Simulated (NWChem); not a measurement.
# A workflow on the pair Si2H6···PF3

Aim: a single-point energy (singlet Si2PH6F3, M06-2X-D3(0)/cc-pVDZ), then a single-point energy (singlet Si2H6, M06-2X-D3(0)/cc-pVDZ), then a single-point energy (singlet PF3, M06-2X-D3(0)/cc-pVDZ), then a single-point energy (singlet Si2H6, M06-2X-D3(0)/cc-pVDZ), then a single-point energy (singlet PF3, M06-2X-D3(0)/cc-pVDZ) of F3H6PSi2 and its partners. 

Program for the calculation: NWChem 7.3.0.

## (1) The system as given

Si2PH6F3 has 12 atoms, charge 0, and is taken as a singlet. The two molecules were placed rigidly side by side, at 1 times their contact distance; the pair isn't optimised.

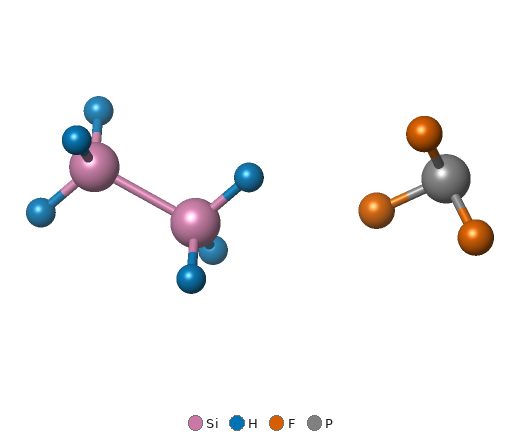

Viewed from a chosen angle; silicon pink, hydrogen blue, fluorine orange, phosphorus grey.

## (2) A single-point energy at M06-2X-D3(0)/cc-pVDZ (run 1)

calc.nw reads:

```
start calc
memory stack 880 mb heap 220 mb global 1100 mb
geometry units angstroms noautosym nocenter noautoz
Si    -0.352010     0.497310    -0.997940
Si     0.351990    -0.497290     0.997960
H      0.822390     0.955310    -1.787940
H     -1.124410    -0.476790    -1.814940
H     -1.219510     1.671210    -0.710940
H      1.127490     0.475710     1.813260
H      1.216590    -1.673390     0.710960
H     -0.822510    -0.952090     1.789560
F     -3.395300    -1.540110    -4.733370
P     -2.362750    -0.723360    -5.591600
F     -1.634190     0.002090    -4.402920
F     -3.318980     0.455690    -5.998160
end
basis "ao basis" spherical bse
* library cc-pVDZ
end
dft
xc m06-2x
disp vdw 3
grid fine
convergence energy 1e-08
iterations 100
mulliken
print low
end
task dft
```

Run with:

```console
$ nwchem calc.nw > calc.out
```

Standard output (excerpt; [...] marks lines left out):

```text
[...]
 d= 0,ls=0.0,diis     1  -1223.2348480094 -1.64D+03  8.69D-03  1.01D+00    13.4
[...]
 d= 0,ls=0.0,diis     8  -1223.3516233039  1.56D-09  1.94D-06  3.91D-07    83.2
         Total DFT energy =    -1223.351623303850
      One electron energy =    -2520.876439774363
           Coulomb energy =      981.982084282720
    Exchange-Corr. energy =      -98.659407148385
 Nuclear repulsion energy =      414.202383806153
    Dispersion correction =       -0.000244469976
[...]
      Total Density - Mulliken Population Analysis
     ---------------------------------------------
    Atom       Charge   Shell Charges
 -----------   ------   -------------------------------------------------------
    1 Si  14    13.87   2.00  2.03  0.77  0.48  6.01  1.57  0.87  0.15
    2 Si  14    13.86   2.00  2.03  0.77  0.48  6.01  1.57  0.86  0.15
    3 H    1     1.05   0.72  0.32  0.01
    4 H    1     1.05   0.72  0.32  0.01
    5 H    1     1.05   0.72  0.32  0.01
    6 H    1     1.05   0.72  0.32  0.01
    7 H    1     1.05   0.72  0.32  0.01
    8 H    1     1.05   0.72  0.32  0.01
    9 F    9     9.28   2.00  0.90  1.01  3.33  2.04  0.01
   10 P   15    14.14   2.00  2.02  1.01  0.67  6.00  1.41  0.51  0.52
[...]
```

Wall time 84 s (1 thread of Intel Xeon Platinum 8259CL at 2.50GHz (Skylake/Cascade Lake), shared host); peak memory 0.13 GiB.

## (3) Si2H6: a single-point energy at M06-2X-D3(0)/cc-pVDZ (run 2)

a.nw reads:

```
start a
title "H6Si2 energy"
memory 2200 mb
charge 0
geometry units bohr noautosym nocenter noautoz
  Si  -0.66520249   0.93977970  -1.88583329
  Si   0.66516470  -0.93974190   1.88587108
  H    1.55409187   1.80527426  -3.37871693
  H   -2.12482695  -0.90100252  -3.42973953
  H   -2.30453991   3.15812920  -1.34348189
  H    2.13064731   0.89896161   3.42656479
  H    2.29902191  -3.16224880   1.34351969
  H   -1.55431863  -1.79918935   3.38177828
end
basis "ao basis" spherical bse
  Si library cc-pVDZ
  H library cc-pVDZ
end
dft
  xc m06-2x
  disp vdw 3
  grid fine
  convergence energy 1e-08
  iterations 100
  mulliken
  print low
end
task dft energy
```

Run with:

```console
$ nwchem a.nw > a.out
```

Standard output (excerpt; [...] marks lines left out):

```text
[...]
 d= 0,ls=0.0,diis     1   -582.4824609626 -6.73D+02  4.75D-03  8.97D-02     4.6
[...]
 d= 0,ls=0.0,diis     7   -582.4994110421 -5.00D-09  4.83D-07  2.41D-10    24.1
         Total DFT energy =     -582.499411042123
      One electron energy =     -986.612069380490
           Coulomb energy =      357.316958010771
    Exchange-Corr. energy =      -43.977318909095
 Nuclear repulsion energy =       90.773081236706
    Dispersion correction =       -0.000062000016
[...]
      Total Density - Mulliken Population Analysis
     ---------------------------------------------
    Atom       Charge   Shell Charges
 -----------   ------   -------------------------------------------------------
    1 Si  14    13.86   2.00  2.03  0.77  0.48  6.01  1.57  0.86  0.15
    2 Si  14    13.86   2.00  2.03  0.77  0.48  6.01  1.57  0.86  0.15
    3 H    1     1.05   0.72  0.32  0.01
    4 H    1     1.05   0.72  0.32  0.01
    5 H    1     1.05   0.72  0.32  0.01
    6 H    1     1.05   0.72  0.32  0.01
    7 H    1     1.05   0.72  0.32  0.01
    8 H    1     1.05   0.72  0.32  0.01
[...]
```

Wall time 25 s (1 thread of Intel Xeon Platinum 8259CL at 2.50GHz (Skylake/Cascade Lake), shared host); peak memory 0.12 GiB.

## (4) PF3: a single-point energy at M06-2X-D3(0)/cc-pVDZ (run 3)

f3p.nw reads:

```
echo
start f3p
memory total 2200 mb
charge 0

geometry units bohr noautosym nocenter noautoz
F  -6.41618711 -2.91038610 -8.94477295
P  -4.46495040 -1.36695229 -10.56659260
F  -3.08817154  0.00394953 -8.32031295
F  -6.27196321  0.86112930 -11.33487965
end

basis spherical bse
* library cc-pVDZ
end

dft
xc m06-2x
disp vdw 3
grid fine
convergence energy 1e-08
maxiter 100
mulliken
print low
end

task dft energy
```

Run with:

```console
$ nwchem f3p.nw > f3p.out
```

Standard output (excerpt; [...] marks lines left out):

```text
[...]
 d= 0,ls=0.0,diis     1   -640.7503891092 -8.32D+02  1.74D-02  9.25D-01     2.9
[...]
 d= 0,ls=0.0,diis     8   -640.8505785580 -2.43D-10  2.26D-07  8.46D-10    15.3
         Total DFT energy =     -640.850578558035
      One electron energy =    -1268.884703355161
           Coulomb energy =      491.955548441020
    Exchange-Corr. energy =      -54.683883758612
 Nuclear repulsion energy =      190.762460904648
    Dispersion correction =       -0.000000789930
[...]
      Total Density - Mulliken Population Analysis
     ---------------------------------------------
    Atom       Charge   Shell Charges
 -----------   ------   -------------------------------------------------------
    1 F    9     9.29   2.00  0.90  1.01  3.33  2.04  0.01
    2 P   15    14.14   2.00  2.02  1.01  0.68  6.00  1.41  0.51  0.52
    3 F    9     9.29   2.00  0.90  1.01  3.33  2.04  0.01
    4 F    9     9.29   2.00  0.90  1.01  3.33  2.04  0.01
[...]
```

It took 16 s on 1 thread of Intel Xeon Platinum 8259CL at 2.50GHz (Skylake/Cascade Lake), shared host; peak memory 0.12 GiB.

## (5) Si2H6 among ghost functions: a single-point energy at M06-2X-D3(0)/cc-pVDZ (with ghost functions) (run 4)

run.nw reads:

```
start run
memory 2200 mb
geometry units angstrom noautosym nocenter noautoz
  Si   -0.352010    0.497310   -0.997940
  Si    0.351990   -0.497290    0.997960
  H     0.822390    0.955310   -1.787940
  H    -1.124410   -0.476790   -1.814940
  H    -1.219510    1.671210   -0.710940
  H     1.127490    0.475710    1.813260
  H     1.216590   -1.673390    0.710960
  H    -0.822510   -0.952090    1.789560
  bqF     -3.395300    -1.540110    -4.733370
  bqP     -2.362750    -0.723360    -5.591600
  bqF     -1.634190     0.002090    -4.402920
  bqF     -3.318980     0.455690    -5.998160
end
basis "ao basis" spherical bse
  Si library cc-pVDZ
  H library cc-pVDZ
  bqF library F cc-pVDZ
  bqP library P cc-pVDZ
end
dft
  xc m06-2x
  disp vdw 3
  grid fine
  convergence energy 1e-08
  maxiter 100
  mulliken
  noprint "final vectors analysis"
end
task dft energy
```

Run with:

```console
$ nwchem run.nw > run.out
```

Standard output (excerpt; [...] marks lines left out):

```text
[...]
          Wavefunction type:  closed shell.
          No. of atoms     :    12
          No. of electrons :    34
[...]
          Charge           :     0
          Spin multiplicity:     1
[...]
          AO basis - number of functions:   126
[...]
              XC Information
              --------------
                       M06-2X Method XC Functional
                     Hartree-Fock (Exact) Exchange  0.540
                        M06-2X Exchange Functional  1.000
                      M06-2X Correlation Potential  1.000
[...]
 d= 0,ls=0.0,diis     1   -582.4824900608 -6.73D+02  2.49D-03  8.99D-02    10.9
[...]
 d= 0,ls=0.0,diis     7   -582.4994740183 -5.09D-09  2.79D-07  2.86D-10    64.0
         Total DFT energy =     -582.499474018295
      One electron energy =     -986.611139651974
           Coulomb energy =      357.315888044056
    Exchange-Corr. energy =      -43.977248145262
 Nuclear repulsion energy =       90.773087734890
    Dispersion correction =       -0.000062000004
[...]
      Total Density - Mulliken Population Analysis
     ---------------------------------------------
    Atom       Charge   Shell Charges
 -----------   ------   -------------------------------------------------------
    1 Si  14    13.87   2.00  2.03  0.77  0.48  6.01  1.57  0.86  0.15
    2 Si  14    13.86   2.00  2.03  0.77  0.48  6.01  1.57  0.86  0.15
    3 H    1     1.05   0.72  0.32  0.01
    4 H    1     1.04   0.72  0.32  0.01
    5 H    1     1.05   0.72  0.32  0.01
    6 H    1     1.05   0.72  0.32  0.01
    7 H    1     1.05   0.72  0.32  0.01
    8 H    1     1.05   0.72  0.32  0.01
    9 X    0    -0.00   0.00  0.00 -0.00 -0.00  0.00  0.00
   10 X    0     0.00  -0.00 -0.00 -0.00  0.00 -0.00 -0.00  0.00  0.00
[...]
```

Run time: 65 s. Hardware: 1 thread of Intel Xeon Platinum 8259CL at 2.50GHz (Skylake/Cascade Lake), shared host; peak memory 0.13 GiB.

## (6) PF3 among ghost functions: the energy at M06-2X-D3(0)/cc-pVDZ (with ghost functions) (run 5)

struct.nw reads:

```
start struct
title "F3P"
memory 2200 mb
geometry units angstrom noautosym nocenter noautoz
 F     -3.395300    -1.540110    -4.733370
 P     -2.362750    -0.723360    -5.591600
 F     -1.634190     0.002090    -4.402920
 F     -3.318980     0.455690    -5.998160
 bqSi    -0.352010     0.497310    -0.997940
 bqSi     0.351990    -0.497290     0.997960
 bqH      0.822390     0.955310    -1.787940
 bqH     -1.124410    -0.476790    -1.814940
 bqH     -1.219510     1.671210    -0.710940
 bqH      1.127490     0.475710     1.813260
 bqH      1.216590    -1.673390     0.710960
 bqH     -0.822510    -0.952090     1.789560
end
basis spherical bse
 F library cc-pVDZ
 P library cc-pVDZ
 bqSi library Si cc-pVDZ
 bqH library H cc-pVDZ
end
dft
 xc m06-2x
 mult 1
 disp vdw 3
 grid fine
 convergence energy 1e-08
 maxiter 100
 mulliken
 print low
end
task dft energy
```

Run with:

```console
$ nwchem struct.nw > struct.out
```

Standard output (excerpt; [...] marks lines left out):

```text
[...]
 d= 0,ls=0.0,diis     1   -640.7518986590 -8.32D+02  8.32D-03  9.23D-01    10.7
[...]
 d= 0,ls=0.0,diis     9   -640.8521002451 -6.80D-11  2.98D-08  7.45D-12    82.9
         Total DFT energy =     -640.852100245083
      One electron energy =    -1268.831528613000
           Coulomb energy =      491.896269284723
    Exchange-Corr. energy =      -54.679314661282
 Nuclear repulsion energy =      190.762474534406
    Dispersion correction =       -0.000000789930
[...]
      Total Density - Mulliken Population Analysis
     ---------------------------------------------
    Atom       Charge   Shell Charges
 -----------   ------   -------------------------------------------------------
    1 F    9     9.28   2.00  0.90  1.01  3.33  2.04  0.01
    2 P   15    14.14   2.00  2.02  1.01  0.67  6.00  1.41  0.51  0.52
    3 F    9     9.28   2.00  0.90  1.01  3.33  2.03  0.01
    4 F    9     9.28   2.00  0.90  1.01  3.33  2.04  0.01
    5 X    0     0.00  -0.00 -0.00 -0.00 -0.00  0.00 -0.00  0.01 -0.00
    6 X    0     0.00  -0.00 -0.00 -0.00  0.00  0.00 -0.00  0.00 -0.00
    7 X    0    -0.00  -0.00 -0.00 -0.00
    8 X    0     0.01  -0.00  0.01  0.00
    9 X    0    -0.00   0.00 -0.00 -0.00
   10 X    0     0.00  -0.00  0.00 -0.00
[...]
```

It took 84 s on 1 thread of Intel Xeon Platinum 8259CL at 2.50GHz (Skylake/Cascade Lake), shared host; peak memory 0.13 GiB.

## (7) What came out

```
                                                                                                                quantity           value
                                                                               run 1, M06-2X-D3(0)/cc-pVDZ: total energy  -1223.35162 Eh
                                                                          run 1, M06-2X-D3(0)/cc-pVDZ: dispersion energy    -0.64 kJ/mol
                                                                                                     Si2H6: total energy   -582.49941 Eh
                                                                                                Si2H6: dispersion energy    -0.16 kJ/mol
                                                                                                       PF3: total energy   -640.85058 Eh
                                                                                                  PF3: dispersion energy     0.00 kJ/mol
                                                                               Si2H6 among ghost functions: total energy   -582.49947 Eh
                                                                              Si2H6 among ghost functions: dipole moment          0.00 D
                                                                          Si2H6 among ghost functions: dispersion energy    -0.16 kJ/mol
                                                                                 PF3 among ghost functions: total energy   -640.85210 Eh
                                                                            PF3 among ghost functions: dispersion energy     0.00 kJ/mol
              interaction energy of the rigid parts Si2H6 and PF3 (parts in their own basis; closest atoms 2.68 Å apart)       -0.044 eV
interaction energy of the rigid parts Si2H6 and PF3 (parts in the whole basis, counterpoise; closest atoms 2.68 Å apart)       -0.001 eV
```

**Reading.** The interaction energy of the rigid parts Si2H6 and PF3 (parts in their own basis; closest atoms 2.68 Å apart) is −0.04 eV (−1.0 kcal/mol): the parts attract. Without counterpoise this holds the superposition error of the basis. The interaction energy of the rigid parts Si2H6 and PF3 (parts in the whole basis, counterpoise; closest atoms 2.68 Å apart) is −0.00 eV (−0.1 kJ/mol). The basis-set superposition error is 4.2 kJ/mol. Mulliken charges (run 1, M06-2X-D3(0)/cc-pVDZ) run from -0.28 on F9 to +0.86 on P10.
